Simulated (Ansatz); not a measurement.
# ClH4NSiSn: what the fields show

```xyz
8

Cl    1.2029    0.2119    2.6370
N    -0.7762    0.0181    0.0765
Si   -1.7609   -0.0244   -1.3604
Sn    1.0623    0.9028    0.3294
H    -2.0129   -1.4156   -1.8513
H    -3.0920    0.6331   -1.1721
H    -1.1296   -0.4465    0.9165
H    -1.0003    0.7238   -2.4091
```

Geometry: r2SCAN-D4/def2-SVP; core potentials replace the inner electrons of Sn.

Computed with isolated molecule in a Gaussian basis; Kohn-Sham density functional theory, functional PBE0 (Ansatz).

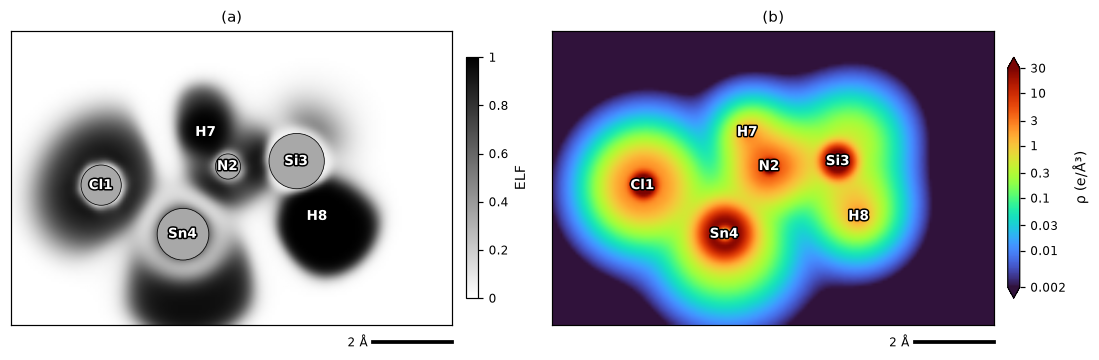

Figure 1. (a) electron localisation function; (b) electron density on the plane of atoms N2, Si3 and H8. Grey discs cover the atomic cores in the ELF map.

### What do the fields say about this system?

- The plane passes through Cl, N, Si, Sn and H nuclei.
- Si–N (1.74 Å): ρ at the midpoint is about 1.1 e/Å³; the ELF peaks at about 0.90 between the atoms: a shared but strongly polarised pair.
- Sn–N (2.06 Å): the density is about 0.73 e/Å³ at the midpoint; the ELF peaks at about 0.85 in the valence shell of N, 0.6 Å from its nucleus, and drops to about 0.15 between the two atoms.
- Sn–Cl (2.41 Å): ρ at the midpoint is about 0.52 e/Å³; the ELF peaks at about 0.85 in the valence shell of Cl, 0.9 Å from its nucleus, and drops to about 0.15 between the two atoms.
- N–H (1.02 Å): ρ at the midpoint is about 2.8 e/Å³; the ELF climbs to about 1 towards the hydrogen, as it does in any bond to H (an ordinary covalent bond to hydrogen).
- Si–H (1.50 Å): ρ is about 0.79 e/Å³ halfway; the ELF climbs to about 1 towards the hydrogen.
- The ELF also peaks beside Cl1, away from the bonds: lone-pair regions.

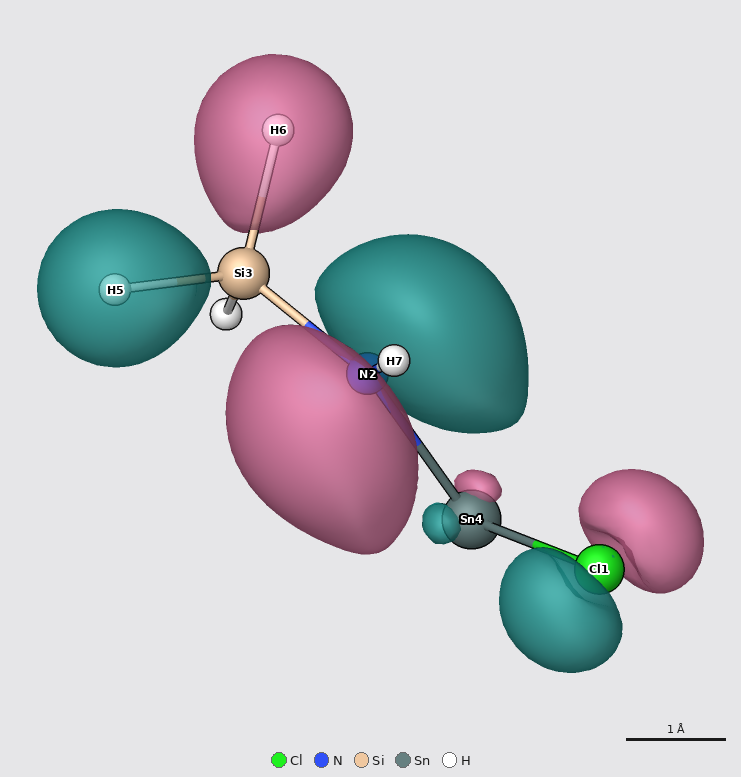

Figure 2. The HOMO at ±0.1 Å⁻³ᐟ² (teal and pink are the two phases), seen at an oblique angle.

### Describe this orbital and give its energy.

It lies mainly on N2 (about 50 %), Si3 (about 15 %), Sn4 (about 10 %), Cl1 (about 10 %), H5 (about 5 %) and H6 (about 5 %). Its energy is −7.74 eV.

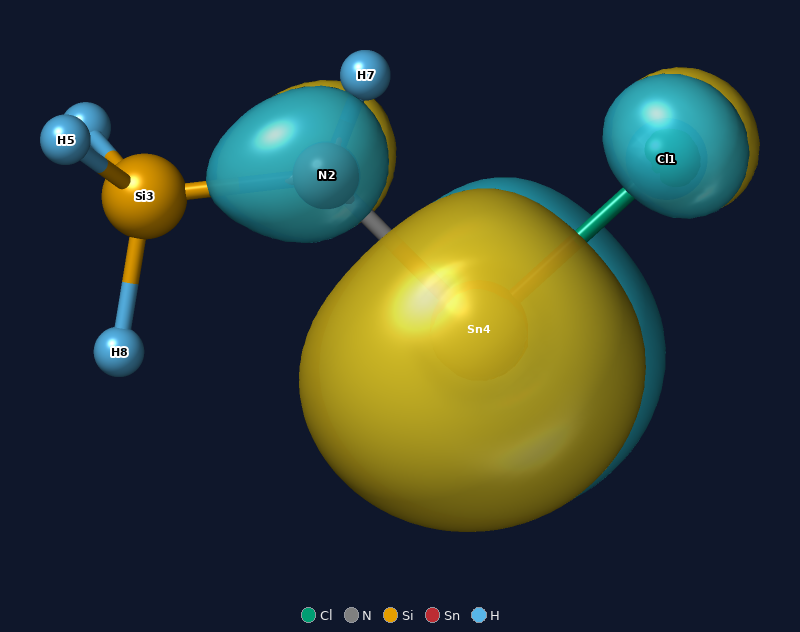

Figure 3. The LUMO at ±0.08 Å⁻³ᐟ² (yellow and cyan are the two phases), seen across its widest extent.

### Describe this orbital and give its energy.

It lies mainly on Sn4 (about 80 %), N2 (about 10 %) and Cl1 (about 5 %). Its energy is −2.53 eV.
